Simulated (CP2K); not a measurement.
# Two attempts at C2H7Al (SMILES [CH3][AlH][CH3])

Wanted: a single-point energy of C2H7Al, MNDOD.

The calculation is run with CP2K 2026.2.

4 further runs of the same task are left out: 4 set aside as unsound or not needed.

## 1. Starting point

C2H7Al has 10 atoms, charge 0, and is taken as a singlet. SMILES: `[CH3][AlH][CH3]`. The shape is that of a PBE0-D4/def2-TZVP optimisation.

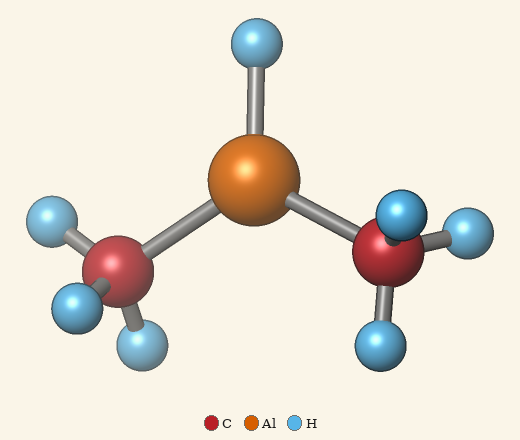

The structure, seen from a chosen angle (carbon red, aluminium orange, hydrogen blue).

## 2. Try one

Contents of run.inp:

```
&GLOBAL
 PROJECT run
 RUN_TYPE ENERGY
 PRINT_LEVEL MEDIUM
&END GLOBAL

&FORCE_EVAL
 METHOD Quickstep
 &DFT
  CHARGE 0
  MULTIPLICITY 1
  &QS
   METHOD MNDOD
   EPS_DEFAULT 1.0E-10
   &SE
    &COULOMB
     CUTOFF [angstrom] 50
     RC_RANGE [angstrom] 0
    &END COULOMB
    &EXCHANGE
     CUTOFF [angstrom] 50
     RC_RANGE [angstrom] 0
    &END EXCHANGE
   &END SE
  &END QS
  &POISSON
   PERIODIC NONE
   POISSON_SOLVER ANALYTIC
  &END POISSON
  &SCF
   SCF_GUESS ATOMIC
   EPS_SCF 1.0E-06
   MAX_SCF 32
   &OT ON
    MINIMIZER DIIS
    PRECONDITIONER FULL_SINGLE_INVERSE
   &END OT
   &OUTER_SCF
    EPS_SCF 1.0E-06
    MAX_SCF 2
   &END OUTER_SCF
  &END SCF
  &PRINT
   &MOMENTS
    PERIODIC F
    REFERENCE COM
    MAX_MOMENT 1
   &END MOMENTS
   &MO_CUBES
    NLUMO 3
    NHOMO -1
    WRITE_CUBE F
   &END MO_CUBES
   &HIRSHFELD OFF
   &END HIRSHFELD
  &END PRINT
 &END DFT
 &SUBSYS
  &CELL
   ABC [angstrom] 19.7 19.7 19.6
   PERIODIC NONE
  &END CELL
  &COORD
   C     -1.219100     0.923600    -0.783300
   Al     0.496800     0.021800    -0.536400
   C      0.903900    -0.949000     1.109700
   H     -2.054000     0.233200    -0.621200
   H     -1.337000     1.368500    -1.773800
   H     -1.340300     1.723700    -0.043600
   H      1.605700     0.078800    -1.681200
   H      0.069000    -0.980000     1.814000
   H      1.201900    -1.980900     0.894300
   H      1.253900    -0.949000     1.109700
  &END COORD
  &TOPOLOGY
   &CENTER_COORDINATES
   &END CENTER_COORDINATES
  &END TOPOLOGY
 &END SUBSYS
&END FORCE_EVAL
```

Launch:

```console
$ OMP_NUM_THREADS=1 cp2k.psmp -i run.inp > run.out 2>&1
```

Log:

```text
CP2K| version string:                                       CP2K version 2026.2
[...]
 GLOBAL| Method name                                                        CP2K
[...]
 GLOBAL| Run type                                                         ENERGY
[...]
                             - Atoms:                                         10
[...]
                             - Spherical basis functions:                     24
[...]
 *** WARNING in particle_methods.F:720 :: The distance between the atoms 3 ***
 *** and 10 is only 0.350 angstrom and thus smaller than the threshold of  ***
 *** 0.500 angstrom                                                        ***
[...]
 Number of electrons:                                                         18
[...]
     1 OT DIIS     0.80E-01    0.0     0.34326294        -9.4890570240 -9.49E+00
[...]
    15 OT DIIS     0.80E-01    0.0     0.00000080       -13.7441244670 -7.34E-11
  *** SCF run converged in    15 steps ***
  Core-core repulsion energy [eV]:                            848.06901004712734
  Core Hamiltonian energy [eV]:                              -603.63771158754116
  Two-electron integral energy [eV]:                        -1236.85589020835255
  Electronic energy [eV]:                                   -1222.06565669171732
  Total energy [eV]:                                         -373.99664664459010
  Atomic reference energy [eV]:                               403.88838792606714
  Heat of formation [kcal/mol]:                               689.31998421494393
[...]
 SE_DIPOLE| Moment [Debye]          0.52587885       0.04268870      -0.78925227
 SE_DIPOLE| Derivative [a.u.]       0.00000000       0.00000000       0.00000000
 *** WARNING in qs_scf_post_se.F:140 :: Printing of MO cube files not ***
 *** implemented for Semi-Empirical method.                           ***
 ENERGY| Total FORCE_EVAL ( QS ) energy [hartree]            -13.744124467028147
[...]
```

It took 0.97 s on 1 thread of Arm Neoverse N1, shared host; peak memory 0.14 GiB.

## 3. What went wrong

The run finished; that doesn't make the result usable.

What is wrong: two atoms lie on top of or far too near each other. As the program read them, the closest atoms are 0.35 Å apart, against 1.09 Å in the sound input.

## 4. Second attempt

Contents of gas.inp:

```
&FORCE_EVAL
  METHOD Quickstep
  &DFT
    CHARGE 0
    MULTIPLICITY 1
    &QS
      METHOD MNDOD
      EPS_DEFAULT 1.0E-10
      &SE
        &COULOMB
          CUTOFF [angstrom] 50
          RC_RANGE [angstrom] 0
        &END COULOMB
        &EXCHANGE
          CUTOFF [angstrom] 50
          RC_RANGE [angstrom] 0
        &END EXCHANGE
      &END SE
    &END QS
    &POISSON
      PERIODIC NONE
      POISSON_SOLVER ANALYTIC
    &END POISSON
    &SCF
      SCF_GUESS ATOMIC
      EPS_SCF 1.0E-06
      MAX_SCF 50
      &OT ON
        MINIMIZER DIIS
        PRECONDITIONER FULL_SINGLE_INVERSE
      &END OT
      &OUTER_SCF
        EPS_SCF 1.0E-06
        MAX_SCF 8
      &END OUTER_SCF
    &END SCF
    &PRINT
      &MOMENTS
        PERIODIC F
        REFERENCE COM
        MAX_MOMENT 1
      &END MOMENTS
      &MO_CUBES
        NLUMO 3
        NHOMO -1
        WRITE_CUBE F
      &END MO_CUBES
      &HIRSHFELD OFF
      &END HIRSHFELD
    &END PRINT
  &END DFT
  &SUBSYS
    &CELL
      ABC [angstrom] 19.8 19.7 19.6
      PERIODIC NONE
    &END CELL
    &COORD
      C     -1.219100     0.923600    -0.783300
      Al     0.496800     0.021800    -0.536400
      C      0.903900    -0.949000     1.109700
      H     -2.054000     0.233200    -0.621200
      H     -1.337000     1.368500    -1.773800
      H     -1.340300     1.723700    -0.043600
      H      1.605700     0.078800    -1.681200
      H      0.069000    -0.980000     1.814000
      H      1.201900    -1.980900     0.894300
      H      1.756300    -0.490900     1.624500
    &END COORD
    &TOPOLOGY
      &CENTER_COORDINATES
      &END CENTER_COORDINATES
    &END TOPOLOGY
  &END SUBSYS
&END FORCE_EVAL
&GLOBAL
  PROJECT_NAME gas
  RUN_TYPE ENERGY
  PRINT_LEVEL MEDIUM
&END GLOBAL
```

Launch:

```console
$ OMP_NUM_THREADS=1 cp2k.psmp gas.inp > gas.out
```

Log:

```text
CP2K| version string:                                       CP2K version 2026.2
[...]
 GLOBAL| Method name                                                        CP2K
[...]
 GLOBAL| Run type                                                         ENERGY
[...]
                             - Atoms:                                         10
[...]
                             - Spherical basis functions:                     24
[...]
 Number of electrons:                                                         18
[...]
     1 OT DIIS     0.80E-01    0.0     0.32178180       -10.8586467832 -1.09E+01
[...]
     5 OT DIIS     0.80E-01    0.0     0.00000059       -14.8976119430 -1.07E-10
  *** SCF run converged in     5 steps ***
  Core-core repulsion energy [eV]:                            790.42552705485650
  Core Hamiltonian energy [eV]:                              -598.07829193130283
  Two-electron integral energy [eV]:                        -1195.46374449985660
  Electronic energy [eV]:                                   -1195.81016418123113
  Total energy [eV]:                                         -405.38463712637468
  Atomic reference energy [eV]:                               403.88838792606714
  Heat of formation [kcal/mol]:                               -34.50432898590494
[...]
 SE_DIPOLE| Moment [Debye]          0.76049129       0.03727523      -0.76004273
 SE_DIPOLE| Derivative [a.u.]       0.00000000       0.00000000       0.00000000
 *** WARNING in qs_scf_post_se.F:140 :: Printing of MO cube files not ***
 *** implemented for Semi-Empirical method.                           ***
 ENERGY| Total FORCE_EVAL ( QS ) energy [hartree]            -14.897611942977370
[...]
```

Wall time 1 s (1 thread of Arm Neoverse N1, shared host); peak memory 0.14 GiB.

## 5. Outcome

At MNDOD:

| quantity | value |
| --- | --- |
| total energy | -14.89761 Eh |
| dipole moment | 1.08 D |
| heat of formation | -34.5 kcal/mol |

What this shows: The first attempt's energy was +31.388 eV off this one.
